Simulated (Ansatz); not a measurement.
# AlH3SO (SMILES [OH][AlH][SH]) at 6 levels

We compute a comparison of 6 runs (HF/3-21G, HF/def2-SVP, HF/6-311G**, B3LYP/6-31G*, wB97X/6-31+G*, CCSD(T)/def2-SVPD) of AlH3SO. 

The results are computed with Ansatz 0.2.0.

4 further runs of the same task are left out: 2 that didn't finish, 2 set aside as unsound or not needed.

## 1. The structure to begin with

AlH3SO: 6 atoms, total charge 0, spin state singlet. SMILES: `[OH][AlH][SH]`. The shape is that of a PBE0-D4/def2-TZVP optimisation. This is one conformer, not always the lowest.

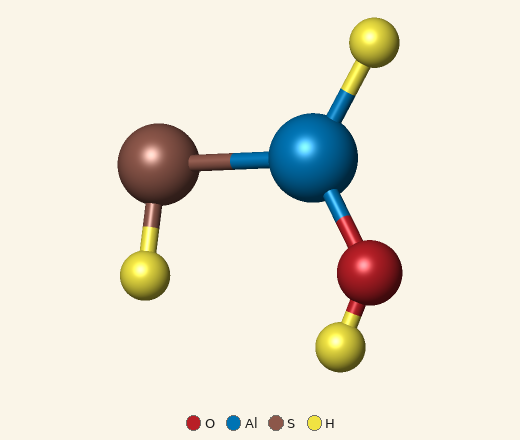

The structure, seen from a chosen angle (oxygen red, aluminium blue, sulfur brown, hydrogen yellow).

## 2. Energy and gradient at HF/3-21G (run 1)

molecule.yaml reads:

```yaml
crystal:
  periodic: [false, false, false]
  atoms:
    - {symbol: O, position_ang: [-1.108900, -0.531100, -0.885000]}
    - {symbol: Al, position_ang: [0.267100, 0.390800, -0.551000]}
    - {symbol: S, position_ang: [1.228200, 0.385700, 1.412200]}
    - {symbol: H, position_ang: [-1.564400, -1.105800, -0.273700]}
    - {symbol: H, position_ang: [0.868700, 1.276400, -1.698100]}
    - {symbol: H, position_ang: [0.351400, -0.480000, 1.949300]}
basis:
  gaussian: {orbitals: 3-21G.json}
total_charge: 0
hamiltonian: {xc: hf}
accuracy: high
output: {forces: true, orbitals: {seedname: orbitals}}
```

The basis set 3-21G is read from a file made from the Basis Set Exchange's data (not shown).

Started as:

```sh
ansatz run molecule.yaml --threads 1 --pin off --max-ram 2610MiB --events-out events.jsonl --progress --plain --runs-dir runs
```

The log of the run:

```text
Warning: RAYON_NUM_THREADS=1 ignored (pool sized by the plan → 1); use --threads N
Functional definition: HF
  name "HF"
  exchange = exact_x
  correlation = 0
879 factors; integrals over basis functions are off by at most 3.1e-9 eV
mean field evaluation 1: about -19383.3100 eV, gradient 3.5e1 eV
mean field evaluation 2: about -19383.4640 eV, gradient 3.6e1 eV
mean field evaluation 4: about -19386.0698 eV, gradient 1.8e0 eV
mean field evaluation 8: about -19386.0991 eV, gradient 1.4e-1 eV
mean field evaluation 16: about -19386.0993 eV, gradient 3.1e-8 eV
mean field -19386.09928057 eV, -712.4260081908 hartree, gradient 3.1e-8 eV, S^2 0.000000; 0 other end points of the search recorded, 0 dependent functions left out
the calculation of the forces begins
reference -19386.09928057 eV, -712.4260081908 hartree; 20, 20 occupied and 21, 21 virtual orbitals, 879 factors
Total energy: -19386.09928057 eV, -712.4260081908 hartree
Atom 0 at    -1.108900    -0.531100    -0.885000 Å, force     0.314921     0.045713     0.524406 eV/Å
Atom 1 at     0.267100     0.390800    -0.551000 Å, force    -0.174276     0.474325    -1.633174 eV/Å
Atom 2 at     1.228200     0.385700     1.412200 Å, force     0.356709    -0.031712     0.812587 eV/Å
Atom 3 at    -1.564400    -1.105800    -0.273700 Å, force    -0.554882    -0.353683    -0.183725 eV/Å
Atom 4 at     0.868700     1.276400    -1.698100 Å, force     0.052313     0.071595    -0.081330 eV/Å
Atom 5 at     0.351400    -0.480000     1.949300 Å, force     0.005215    -0.206237     0.561236 eV/Å
Dipole moment:    -0.372953    -0.310549     0.076928 e Å
```

Run time: 0.62 s. Hardware: 1 thread of Arm Neoverse V2, shared host; peak memory 0.1 GiB.

## 3. Energy and forces at HF/def2-SVP (run 2)

input.yaml reads:

```yaml
crystal:
  periodic: [false, false, false]
  atoms:
    - {symbol: O, position_ang: [-1.108900, -0.531100, -0.885000]}
    - {symbol: Al, position_ang: [0.267100, 0.390800, -0.551000]}
    - {symbol: S, position_ang: [1.228200, 0.385700, 1.412200]}
    - {symbol: H, position_ang: [-1.564400, -1.105800, -0.273700]}
    - {symbol: H, position_ang: [0.868700, 1.276400, -1.698100]}
    - {symbol: H, position_ang: [0.351400, -0.480000, 1.949300]}
basis:
  gaussian:
    orbitals: def2-SVP
magnetization:
  spin_polarized: false
hamiltonian:
  xc: hf
accuracy: high
output: {forces: true, orbitals: {seedname: orbitals}}
```

Started as:

```sh
ansatz run input.yaml --threads 1 --pin off --max-ram 2610MiB --events-out events.jsonl --progress --plain --runs-dir runs
```

The log of the run:

```text
Warning: RAYON_NUM_THREADS=1 ignored (pool sized by the plan → 1); use --threads N
[... 4 set-up lines as earlier in the session ...]
1300 factors; integrals over basis functions are off by at most 3.9e-9 eV
mean field evaluation 1: about -19477.5762 eV, gradient 3.7e1 eV
mean field evaluation 2: about -19477.5820 eV, gradient 3.7e1 eV
mean field evaluation 4: about -19480.4384 eV, gradient 2.4e0 eV
mean field evaluation 8: about -19480.4656 eV, gradient 1.1e-4 eV
mean field -19480.46558094 eV, -715.8939057656 hartree, gradient 1.6e-8 eV, S^2 0.000000; 0 other end points of the search recorded, 0 dependent functions left out
the calculation of the forces begins
reference -19480.46558094 eV, -715.8939057656 hartree; 20, 20 occupied and 45, 45 virtual orbitals, 1300 factors
Total energy: -19480.46558094 eV, -715.8939057656 hartree
Atom 0 at    -1.108900    -0.531100    -0.885000 Å, force    -0.300729    -0.512104     0.764611 eV/Å
Atom 1 at     0.267100     0.390800    -0.551000 Å, force     0.110442     0.226729    -0.394821 eV/Å
Atom 2 at     1.228200     0.385700     1.412200 Å, force    -0.212315    -0.202598     0.115798 eV/Å
Atom 3 at    -1.564400    -1.105800    -0.273700 Å, force     0.244426     0.415199    -0.614739 eV/Å
Atom 4 at     0.868700     1.276400    -1.698100 Å, force    -0.024377    -0.045768     0.077010 eV/Å
Atom 5 at     0.351400    -0.480000     1.949300 Å, force     0.182554     0.118542     0.052141 eV/Å
Dipole moment:    -0.245780    -0.254635     0.185186 e Å
```

Wall time 1.5 s (1 thread of Arm Neoverse V2, shared host); peak memory 0.15 GiB.

## 4. Energy and gradient at HF/6-311G(d,p) (run 3)

Edit molecule.yaml of step 2 so:

```diff
@@ -10,4 +10,3 @@
 basis:
-  gaussian: {orbitals: 3-21G.json}
-total_charge: 0
+  gaussian: {orbitals: 6-311G_st__st_-spherical.json}
 hamiltonian: {xc: hf}
```

The basis set 6-311G** is read from a file made from the Basis Set Exchange's data (not shown).

Started as:

```sh
ansatz run molecule.yaml --threads 1 --pin off --max-ram 2610MiB --events-out events.jsonl --progress --plain --runs-dir runs
```

The log of the run:

```text
Warning: RAYON_NUM_THREADS=1 ignored (pool sized by the plan → 1); use --threads N
[... 4 set-up lines as earlier in the session ...]
1600 factors; integrals over basis functions are off by at most 7.7e-9 eV
mean field evaluation 1: about -19485.2419 eV, gradient 3.9e1 eV
mean field evaluation 2: about -19485.2708 eV, gradient 3.9e1 eV
mean field evaluation 4: about -19488.4268 eV, gradient 2.6e0 eV
mean field evaluation 8: about -19488.4630 eV, gradient 1.9e-1 eV
mean field evaluation 16: about -19488.4632 eV, gradient 2.7e-8 eV
mean field -19488.46316919 eV, -716.1878117131 hartree, gradient 2.7e-8 eV, S^2 0.000000; 0 other end points of the search recorded, 0 dependent functions left out
the calculation of the forces begins
reference -19488.46316919 eV, -716.1878117131 hartree; 20, 20 occupied and 68, 68 virtual orbitals, 1600 factors
Total energy: -19488.46316919 eV, -716.1878117131 hartree
Atom 0 at    -1.108900    -0.531100    -0.885000 Å, force    -0.385093    -0.630215     0.908860 eV/Å
Atom 1 at     0.267100     0.390800    -0.551000 Å, force     0.066318     0.207321    -0.432075 eV/Å
Atom 2 at     1.228200     0.385700     1.412200 Å, force    -0.286707    -0.273733     0.154853 eV/Å
Atom 3 at    -1.564400    -1.105800    -0.273700 Å, force     0.387259     0.573922    -0.748943 eV/Å
Atom 4 at     0.868700     1.276400    -1.698100 Å, force    -0.031962    -0.062936     0.107350 eV/Å
Atom 5 at     0.351400    -0.480000     1.949300 Å, force     0.250185     0.185641     0.009955 eV/Å
Dipole moment:    -0.254663    -0.244437     0.139869 e Å
```

Run time: 2.6 s. Hardware: 1 thread of Arm Neoverse V2, shared host; peak memory 0.21 GiB.

Runs 4 to 5 aren't shown in full; the table further down has their settings and results.

## 5. Energy and gradient at CCSD(T)/def2-SVPD (run 6)

Edit input.yaml of step 3 so:

```diff
@@ -11,8 +11,9 @@
   gaussian:
-    orbitals: def2-SVP
-magnetization:
-  spin_polarized: false
-hamiltonian:
-  xc: hf
+    orbitals: def2-SVPD
+correlation:
+  method: ccsd_t
+  frozen_orbitals: {Al: 5, H: 0, O: 1, S: 5}
 accuracy: high
+scf:
+  omitted_lower_state_checks: [cluster_reference, increment]
 output: {forces: true, orbitals: {seedname: orbitals}}
```

Started as:

```sh
ansatz run input.yaml --threads 1 --pin off --max-ram 2610MiB --events-out events.jsonl --progress --plain --runs-dir runs
```

The log of the run:

```text
Warning: RAYON_NUM_THREADS=1 ignored (pool sized by the plan → 1); use --threads N
[... 11 lines left out ...]
11 core orbitals not correlated: weight in the atoms' cores, before any rotation towards them, 1.000 or more for the frozen orbitals, at most 0.000 for the correlated occupied ones
[... 25 lines left out ...]
Total energy: -19493.22700661 eV, -716.3628795090 hartree
[... 6 lines left out ...]
Dipole moment:    -0.181168    -0.197042     0.161560 e Å
Checks for a lower state left out: cluster_reference, increment
```

Wall time 74 s (1 thread of Arm Neoverse V2, shared host); peak memory 0.88 GiB.

## 6. The series

| run | level | Cartesian functions | frozen core orbitals | energy (Eh) | dipole moment (D) | HOMO energy (eV) | LUMO energy (eV) | wall time |
| --- | --- | --- | --- | --- | --- | --- | --- | --- |
| 1 | HF/3-21G | no | – | -712.426008 | 2.36 | -10.73 | 2.11 | 0.62 s |
| 2 | HF/def2-SVP | no | – | -715.893906 | 1.92 | -10.48 | 2.43 | 1.5 s |
| 3 | HF/6-311G** | no | – | -716.187812 | 1.82 | -10.58 | 1.80 | 2.6 s |
| 4 | B3LYP/6-31G* (Cartesian functions) | yes | – | -717.735206 | 2.00 | -7.40 | -0.62 | 6 s |
| 5 | wB97X/6-31+G* (spherical functions) | no | – | -717.671648 | 1.87 | -10.19 | 1.01 | 28 s |
| 6 | CCSD(T)/def2-SVPD | no | 11 | -716.362880 | 1.50 | -10.61 | 1.32 | 74 s |

## 7. Outcome

| quantity | value |
| --- | --- |
| run 6: total energy | -716.36288 Eh |
| run 6: dipole moment (correlated density) | 1.50 D |
| run 6: HOMO energy (Hartree–Fock orbitals) | -10.61 eV |
| run 6: LUMO energy (Hartree–Fock orbitals) | 1.32 eV |
| run 6: HOMO–LUMO gap (Hartree–Fock orbitals) | 11.92 eV |
| run 6: correlation energy (11 core orbitals frozen) | -450.9 mEh |
| run 6: (T) correction | -12.56 mEh |
| run 6: T1 diagnostic | 0.014 |
| run 6: largest force on an atom | 0.995 eV/Å |

**Reading.** The dipole moment (its size) runs from 1.50 D (CCSD(T)/def2-SVPD) to 2.36 D (HF/3-21G). The two ends differ in method and basis. Over runs 1, 2, 3, 4, 5 the HOMO–LUMO gap runs from 6.78 eV (B3LYP/6-31G*) to 12.91 eV (HF/def2-SVP). Totals of different functionals can't be ranked against each other. All runs together took 1.9 min, the longest 74 s.
